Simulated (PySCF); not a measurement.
C₃H₁₀AlNSi (SMILES [AlH2][N]([SiH3])C1CC1)

Input file:

```
{"job": {"kind": "uv", "xc": "PBE0", "basis": "def2-SVPD", "nstates": 8, "ntriplets": 3}, "charge": 0, "multiplicity": 1}
Al     1.704097    -0.714891    -0.458949
N      0.517462     0.567944     0.025265
Si     0.523683     2.306338    -0.075781
C     -0.703867    -0.034417     0.490479
C     -0.713304    -1.513263     0.714330
C     -1.461691    -0.927846    -0.443714
H      1.647724    -1.339441    -1.873589
H      2.769711    -1.211707     0.544131
H     -0.504534     2.775827    -1.014392
H      0.227351     2.862285     1.251529
H      1.875376     2.638216    -0.531686
H     -1.280178     0.577137     1.177279
H      0.217134    -2.038297     0.485501
H     -1.257193    -1.936709     1.544650
H     -2.540981    -0.942482    -0.419016
H     -1.028391    -1.059748    -1.427447
```

Launched as:

```sh
OMP_NUM_THREADS=1 python probes_run.py task.json out
```

Geometry: GFN2-xTB.

Level of theory: PBE0/def2-SVPD, SCF density, gas phase (PySCF).

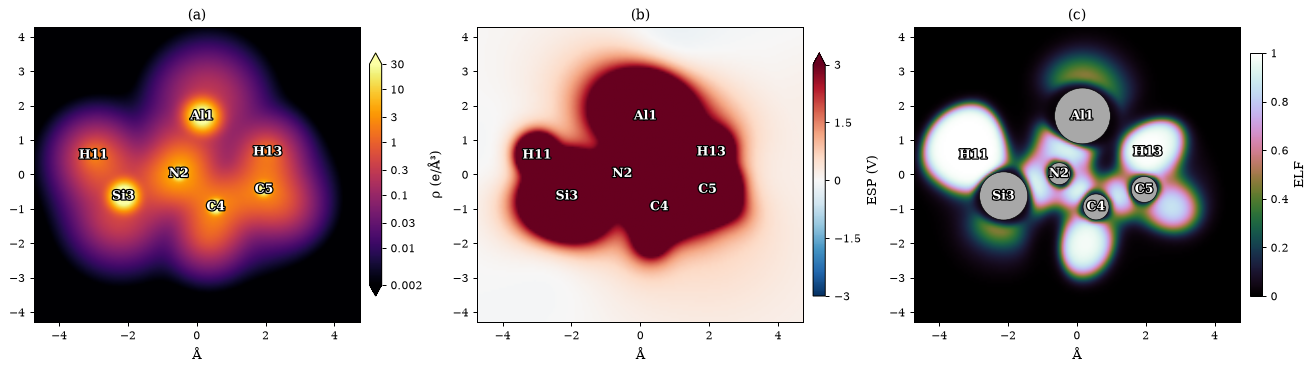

Figure 1. (a) electron density; (b) molecular electrostatic potential; (c) ELF on the plane of atoms Si3, N2 and C4. Grey discs cover the atomic cores in the ELF map.

> What do the fields say about this system?

The plane passes through Al, N, Si, C and H nuclei. C–N (1.44 Å): the density is about 1.9 e/Å³ at the midpoint; the ELF peaks at about 0.90 between the atoms; a covalent bond. C–C (1.50 Å): the density is about 1.6 e/Å³ at the midpoint; the ELF peaks at about 0.90 between the atoms; a covalent bond. Si–N (1.74 Å): ρ at the midpoint is about 1 e/Å³; the ELF peaks at about 0.90 between the atoms; a polar covalent bond. Al–N (1.81 Å): the density is about 0.79 e/Å³ at the midpoint; the ELF peaks at about 0.90 between the atoms, as expected for a polar covalent bond. C–H (1.09 Å): the density is about 1.9 e/Å³ at the midpoint; the ELF climbs to about 1 towards the hydrogen, as it does in any bond to H; a covalent bond by its length. The potential has no marked negative region in this plane.

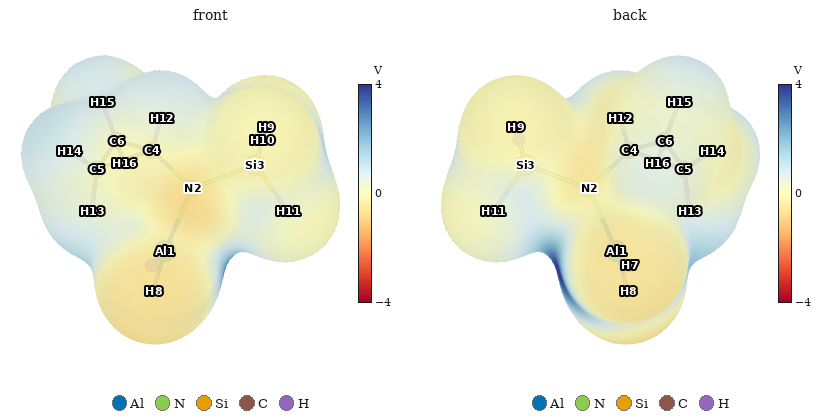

Figure 2. The electrostatic potential painted on the density surface at 0.002 e/bohr³, seen from the front and from behind; the colour scale runs from red (negative) to blue (positive).

> Where is the surface potential most negative and most positive?

The most negative region (about −0.8 V) lies over N2, the most positive (about +3.8 V) over Al1.

> What dipole moment does the calculation give?

Its dipole moment is 1.26 D.
